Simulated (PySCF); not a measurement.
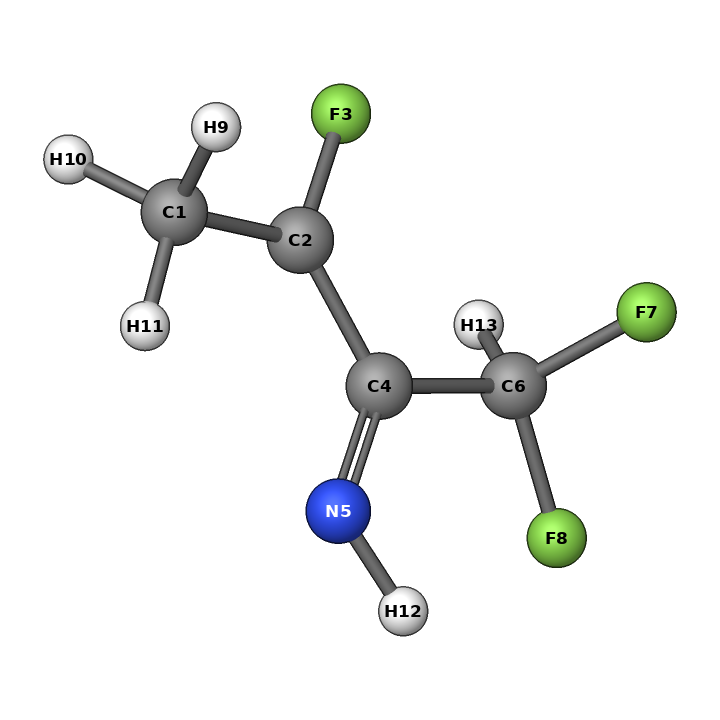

The questions are on Mulliken spin populations. The species is neutral and a spin doublet. The computed structure is the end point of a GFN2-xTB optimisation. No frequency run is at hand to confirm it as a minimum. Method: UKS B3LYP, pcH-1 on C F H N, non-relativistic (PySCF 2.14.0).

Which atom carries the largest spin population?

C2 (0.63 e).

Which atom has the lowest spin population?

C4 (−0.17 e); a negative value comes from spin polarisation.

List the Mulliken spin populations.

```
atom  value (e)
  C1      −0.05
  C2       0.63
  F3       0.05
  C4      −0.17
  N5       0.50
  C6       0.00
  F7       0.00
  F8       0.00
  H9       0.03
 H10       0.03
 H11       0.00
 H12      −0.02
 H13       0.00
```

Mulliken values depend strongly on the basis set.
